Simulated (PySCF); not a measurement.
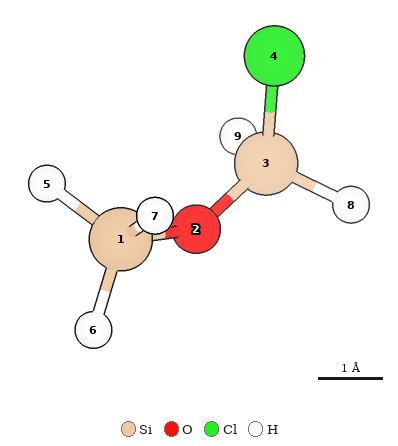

*The structure as given in the input (ball-and-stick view, seen at a tilt; atoms are numbered from 1 in the order of the input).*

Run report: Si2H5ClO, NMR shielding calculation

The run: NMR shielding calculation of Si2H5ClO. Method and program: GIAO wB97X-D/pcSseg-2 NMR shielding, non-relativistic, gas phase (PySCF 2.14.0).

The geometry comes from this level: PBE0-D3(BJ)/def2-SVP. Figures and captions count atoms from 1; the log counts them from 0 in places.

## The program's output
```
coarse grid: 9064 points
cycle   1  E = -1117.4718944484  dE =  9.543e-02  |g| = 7.946e-01  |ddm| = 2.199e+00
cycle   2  E = -1117.4196601462  dE =  5.223e-02  |g| = 9.913e-01  |ddm| = 7.995e-01
cycle   3  E = -1117.5866634496  dE = -1.670e-01  |g| = 7.536e-02  |ddm| = 4.348e-01
cycle   4  E = -1117.5878368139  dE = -1.173e-03  |g| = 3.366e-02  |ddm| = 8.517e-02
cycle   5  E = -1117.5880537914  dE = -2.170e-04  |g| = 4.277e-03  |ddm| = 2.602e-02
cycle   6  E = -1117.5880593617  dE = -5.570e-06  |g| = 1.126e-03  |ddm| = 6.655e-03
final grid: 73672 points
cycle   7  E = -1117.6036336191  dE = -8.565e-05  |g| = 4.644e-03  |ddm| = 2.670e-02
cycle   8  E = -1117.6036344609  dE = -8.418e-07  |g| = 4.182e-03  |ddm| = 5.410e-03
cycle   9  E = -1117.6036372323  dE = -2.771e-06  |g| = 8.860e-04  |ddm| = 2.267e-03
cycle  10  E = -1117.6036373548  dE = -1.225e-07  |g| = 2.382e-04  |ddm| = 5.310e-04
cycle  11  E = -1117.6036373647  dE = -9.902e-09  |g| = 5.340e-05  |ddm| = 1.901e-04
cycle  12  E = -1117.6036373655  dE = -8.642e-10  |g| = 1.349e-05  |ddm| = 7.191e-05
```

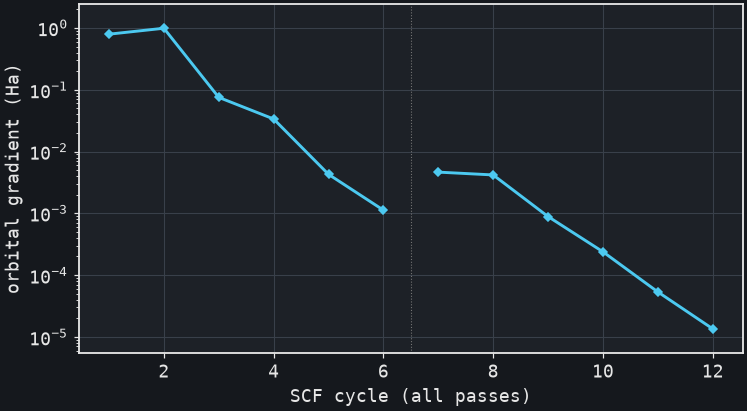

*Convergence of the self-consistent field: orbital gradient against the SCF cycle. The dotted line marks the change from a coarse to the final integration grid.*

The first 6 cycles use a coarse grid, the final grid takes over at cycle 7, and the field converges after 12 cycles in all.

```
converged SCF energy = -1117.6036373655

GIAO shielding tensors (ppm)
atom      isotropic    diamagn.    paramagn.     s11        s22        s33       span
  0 Si     381.705     876.665    -494.960    343.374    349.469    452.273    108.899
  1 O      284.502     397.490    -112.988    245.296    264.495    343.715     98.418
  2 Si     363.260     875.466    -512.206    346.927    349.633    393.221     46.294
  3 Cl     899.542    1148.992    -249.449    735.744    944.181   1018.701    282.957
  4 H       26.328      28.719      -2.391     23.329     24.697     30.959      7.630
  5 H       26.405      28.304      -1.899     23.435     24.559     31.222      7.787
  6 H       26.271      28.874      -2.602     23.028     25.263     30.524      7.496
  7 H       25.969      27.780      -1.811     22.302     24.286     31.319      9.017
  8 H       25.945      27.883      -1.938     22.288     24.287     31.260      8.972
```

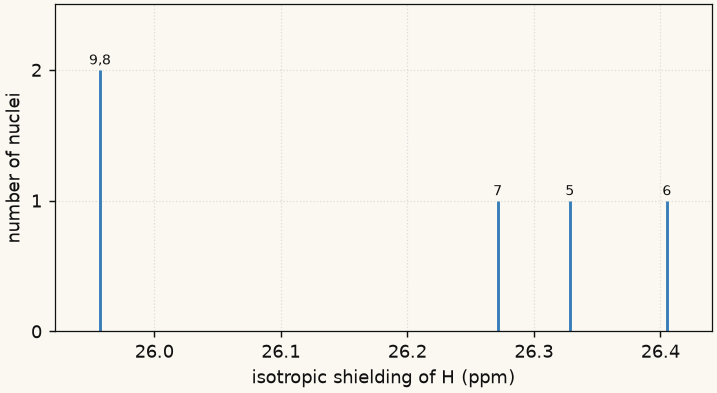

*Isotropic shieldings of the hydrogen nuclei in this fixed geometry, labelled by atom number; shielding grows to the right, so chemical shift grows to the left.*

The least shielded is H9 (25.9 ppm), the most shielded H6 (26.4 ppm).

This output came from the following input.

## Input file
```
{"job": {"kind": "nmr", "xc": "wB97X-D", "basis": "pcSseg-2", "pop": false}, "charge": 0, "multiplicity": 1}
Si    -1.556564     0.227042     0.027976
O     -0.110852    -0.598900     0.118371
Si     1.519481    -0.450910    -0.010006
Cl     2.015288     1.555159    -0.126443
H     -1.803738     0.675305    -1.373661
H     -2.632103    -0.709667     0.453744
H     -1.529673     1.413236     0.931692
H      2.166788    -1.017070     1.199207
H      1.994557    -1.109163    -1.253323
```

The first line tells a small driver script what to run in PySCF; the rest is the geometry in Å.

Command:
```bash
OMP_NUM_THREADS=1 python <driver script> task.json out
```

## Results in brief

| quantity | value |
| --- | --- |
| outcome | converged |
| total energy | −1117.603637 hartree |
| HOMO | −10.69 eV |
| LUMO | 1.46 eV |
| dipole moment | 1.01 D |
| isotropic shielding, Si | 363.3 to 381.7 ppm |
| isotropic shielding, O | 284.5 ppm |
| isotropic shielding, Cl | 899.5 ppm |
| isotropic shielding, H | 25.9 to 26.4 ppm |
| hardware | 1 CPU thread, shared host |
| wall time | 25 s |
| peak memory | 1 GiB |
